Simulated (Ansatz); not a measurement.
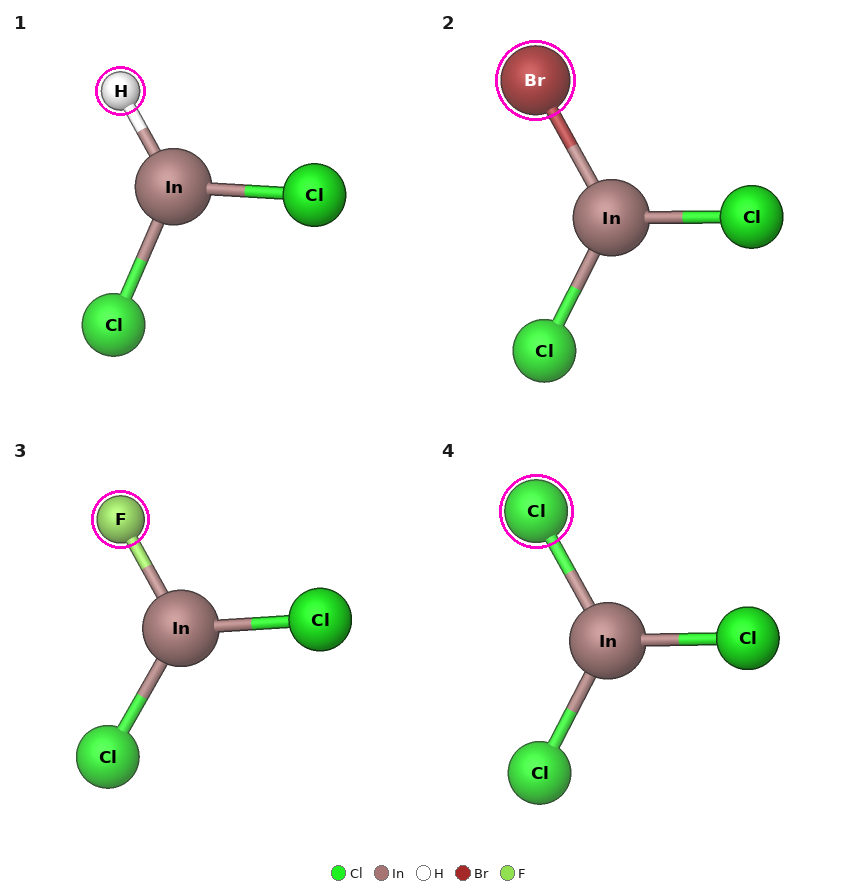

4 molecules with one skeleton, seen from the same side and at one scale; the atom that differs is circled. Each species is neutral and a spin singlet. Computed geometries: PBE0-D4/def2-TZVP optimisations, one conformation each. Properties computed with Ansatz 0.2.0. Elements past Kr carry core potentials.

One atom differs, called X below: H in panel 1, Br in panel 2, F in panel 3, Cl in panel 4. Their formulas are Cl2HIn (`[Cl][InH][Cl]`), InBrCl2 (`[Cl][In]([Cl])[Br]`), InCl2F (`[F][In]([Cl])[Cl]`), InCl3 (`[Cl][In]([Cl])[Cl]`).

Question: Rank them by the dipole moment, lowest first (PBE0-D4/def2-TZVP).

Answer: 4 (Cl), 2 (Br), 3 (F), 1 (H).

Question: Rank them by the mean angle Cl–In–X, lowest first (PBE0-D4/def2-TZVP).

Answer: 3 (F), 4 (Cl), 2 (Br), 1 (H).

Give the values. With PBE0-D4/def2-TZVP: length of X–In (Å), mean angle Cl–In–X (°), harmonic zero-point energy (kJ/mol), dipole moment (D). With revPBE-D4/def2-TZVPP: HOMO energy (Kohn–Sham orbital) (eV), HOMO–LUMO gap (eV).

| quantity | 1 (H) | 2 (Br) | 3 (F) | 4 (Cl) |
| --- | --- | --- | --- | --- |
| length of X–In (Å) | 1.694 | 2.430 | 1.927 | 2.293 |
| mean angle Cl–In–X (°) | 124.1 | 120.6 | 117.6 | 120.0 |
| HOMO energy (Kohn–Sham orbital) (eV) | −7.48 | −7.61 | −8.13 | −7.96 |
| HOMO–LUMO gap (eV) | 4.92 | 3.96 | 4.37 | 4.32 |
| harmonic zero-point energy (kJ/mol) | 21.5 | 7.7 | 10.2 | 8.5 |
| dipole moment (D) | 2.56 | 0.47 | 1.00 | 0.00 |
